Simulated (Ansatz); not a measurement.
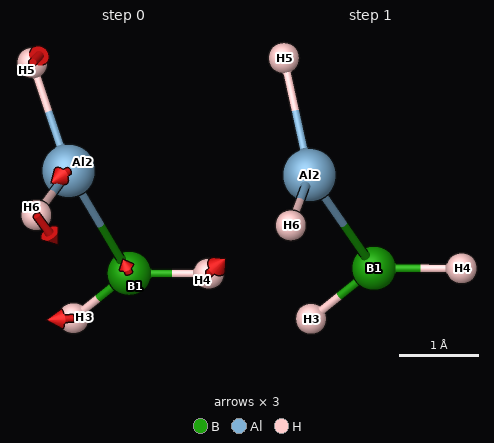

The structure of AlBH4 (multiplicity 3) before (left) and after (right) a relaxation, at one scale. The red arrows give the displacements, 3 times their true length.

Style: ball-and-stick. Shown from a free direction.

The calculation used UKS wB97X/def2-TZVP in Ansatz.

Input
```yaml
crystal:
  periodic: [false, false, false]
  atoms:
    - {symbol: B, position_ang: [0.060889, -1.411364, -0.021326]}
    - {symbol: Al, position_ang: [0.168754, 0.800479, -0.056598]}
    - {symbol: H, position_ang: [-0.854938, -1.803716, -0.280491]}
    - {symbol: H, position_ang: [0.902856, -1.745978, 0.456266]}
    - {symbol: H, position_ang: [0.563683, 1.715445, -1.124898]}
    - {symbol: H, position_ang: [-0.480748, 1.822464, 1.201836]}
basis:
  gaussian: {orbitals: def2-TZVP}
magnetization: {spin_polarized: true, initial_magnetization: 2}
hamiltonian: {xc: {name: wB97X}}
relax: {f_tol: 0.0001, max_steps: 2}
```

Launched with:
```bash
ansatz run in.yaml --threads 2 --pin off --events-out ev --progress --plain --max-ram 4352MiB
```

### Summarise the run.

The relaxation stopped without meeting its thresholds, so the last structure isn't shown to be converged. The input was poor on purpose: steps. H6 moves most after the best rigid fit: 0.19 Å. Largest moves by element: H 0.19 Å, Al 0.12 Å, B 0.08 Å. Near-neighbour distances that change, for instance: Al2–H6 1.746 → 1.575 Å, B1–H4 1.024 → 1.135 Å, B1–H3 1.029 → 1.135 Å, Al2–H5 1.461 → 1.558 Å. Among the angles between lasting bonds that change: H5–Al2–H6 105.1° → 121.1°, B1–Al2–H5 130.6° → 118.3°, Al2–B1–H3 114.8° → 110.7°. Over 1 geometry step the energy falls by 122.6 kJ/mol. Largest force component: 5.5 eV/Å at the start, 1.6 eV/Å at the end. The run took 6.5 s on 2 threads of Intel Xeon Platinum 8488C, on a shared host.
